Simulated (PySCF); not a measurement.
**NMR shielding calculation of C$_{4}$H$_{9}$B**

- system: C$_{4}$H$_{9}$B
- method: GIAO PBE0/6-311+G(2d,p) NMR shielding, non-relativistic, gas phase (PySCF 2.14.0)

The geometry comes from this level: PBE0-D3(BJ)/def2-SVP. Figures and captions count atoms from 1; the log counts them from 0 in places.

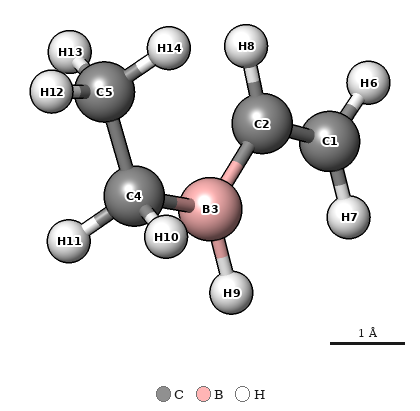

*The structure (ball-and-stick view, seen at a tilt; atoms are numbered from 1 in the order of the input).*

Bond lengths as drawn: B–C 1.55 to 1.57 Å, B–H 1.22 Å, C–C 1.35 to 1.52 Å and C–H 1.10 to 1.11 Å.

The input
```
{"job": {"kind": "nmr", "xc": "PBE0", "basis": "6-311+G(2d,p)", "pop": true}, "charge": 0, "multiplicity": 1}
C      2.475479    -0.322952     1.157463
C      1.325050     0.064899     0.578406
B      0.016083    -0.739778     0.781334
C     -1.381940    -0.339033     0.200133
C     -1.476775     0.895297    -0.687109
H      3.416987     0.227846     1.045452
H      2.511520    -1.224589     1.779513
H      1.346682     0.976112    -0.033678
H      0.088735    -1.749677     1.456316
H     -2.050869    -0.244733     1.080544
H     -1.789222    -1.232584    -0.312876
H     -2.506105     1.088365    -1.027365
H     -0.850208     0.793112    -1.587529
H     -1.133881     1.799162    -0.158857
```

The first line tells a small driver script what to run in PySCF; the rest is the geometry in Å.

Hardware: 1 CPU thread, shared host.

Command:
```bash
OMP_NUM_THREADS=1 python <driver script> task.json out
```

The program's output
```
coarse grid: 11016 points
cycle   1  E = -182.4357107841  dE =  1.948e-01  |g| = 4.135e-01  |ddm| = 2.887e+00
cycle   2  E = -182.4173334690  dE =  1.838e-02  |g| = 4.948e-01  |ddm| = 8.041e-01
cycle   3  E = -182.4828583050  dE = -6.552e-02  |g| = 8.558e-02  |ddm| = 5.020e-01
cycle   4  E = -182.4844582126  dE = -1.600e-03  |g| = 3.710e-02  |ddm| = 8.895e-02
cycle   5  E = -182.4848105364  dE = -3.523e-04  |g| = 5.989e-03  |ddm| = 3.155e-02
cycle   6  E = -182.4848200627  dE = -9.526e-06  |g| = 1.494e-03  |ddm| = 5.972e-03
final grid: 104392 points
cycle   7  E = -182.4757408314  dE = -4.434e-05  |g| = 7.415e-03  |ddm| = 8.323e-02
cycle   8  E = -182.4757367211  dE =  4.110e-06  |g| = 8.443e-03  |ddm| = 1.390e-02
cycle   9  E = -182.4757549020  dE = -1.818e-05  |g| = 4.722e-04  |ddm| = 6.351e-03
cycle  10  E = -182.4757549373  dE = -3.530e-08  |g| = 2.946e-04  |ddm| = 5.674e-04
cycle  11  E = -182.4757549595  dE = -2.224e-08  |g| = 7.569e-05  |ddm| = 2.716e-04
cycle  12  E = -182.4757549609  dE = -1.376e-09  |g| = 2.094e-05  |ddm| = 7.462e-05
cycle  13  E = -182.4757549610  dE = -1.166e-10  |g| = 2.702e-06  |ddm| = 1.867e-05
```

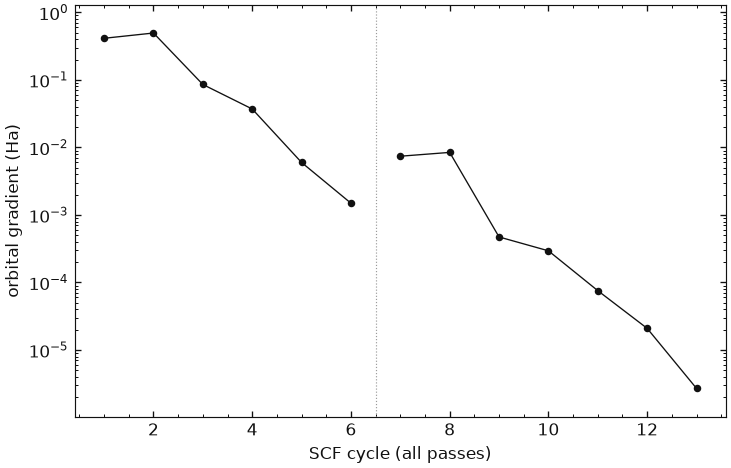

*Convergence of the self-consistent field: orbital gradient against the SCF cycle. The dotted line marks the change from a coarse to the final integration grid.*

The first 6 cycles use a coarse grid, the final grid takes over at cycle 7, and the field converges after 13 cycles in all.

```
converged SCF energy = -182.4757549610

GIAO shielding tensors (ppm)
atom      isotropic    diamagn.    paramagn.     s11        s22        s33       span
  0 C       27.590     256.304    -228.714    -92.100     19.828    155.040    247.139
  1 C       39.972     252.330    -212.358    -86.953     21.731    185.137    272.090
  2 B       28.267     190.880    -162.613    -37.670     14.047    108.423    146.093
  3 C      162.190     241.385     -79.195    131.904    173.956    180.710     48.806
  4 C      176.541     244.419     -67.877    170.410    173.236    185.978     15.568
  5 H       24.470      30.286      -5.816     21.171     24.518     27.720      6.549
  6 H       24.726      31.141      -6.414     21.239     24.886     28.054      6.816
  7 H       24.183      31.152      -6.969     18.598     24.213     29.738     11.139
  8 H       24.649      30.848      -6.199     19.844     26.327     27.778      7.934
  9 H       30.013      28.700       1.313     25.460     29.118     35.460      9.999
 10 H       29.818      28.901       0.916     25.242     28.984     35.227      9.985
 11 H       30.443      29.191       1.252     25.799     28.801     36.730     10.931
 12 H       30.415      30.710      -0.295     27.116     28.285     35.844      8.728
 13 H       30.359      30.544      -0.185     26.938     28.417     35.723      8.785
```

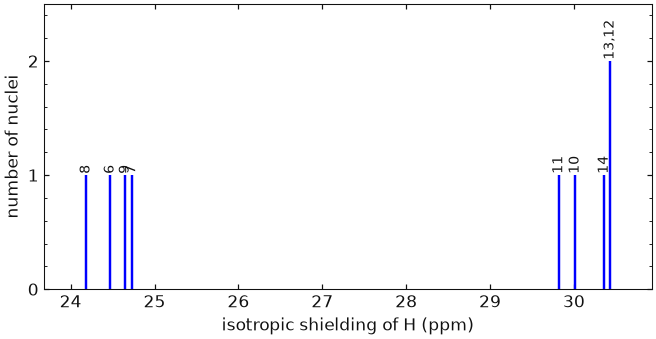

*Isotropic shieldings of the hydrogen nuclei in this fixed geometry, labelled by atom number; shielding grows to the right, so chemical shift grows to the left.*

The least shielded is H8 (24.2 ppm), the most shielded H12 (30.4 ppm).

Summary

```tsv
quantity	value
outcome	converged
total energy	−182.475755 hartree
HOMO	−8.21 eV
LUMO	−1.69 eV
dipole moment	0.59 D
isotropic shielding, C	27.6 to 176.5 ppm
isotropic shielding, B	28.3 ppm
isotropic shielding, H	24.2 to 30.4 ppm
wall time	35 s
peak memory	0.9 GiB
```
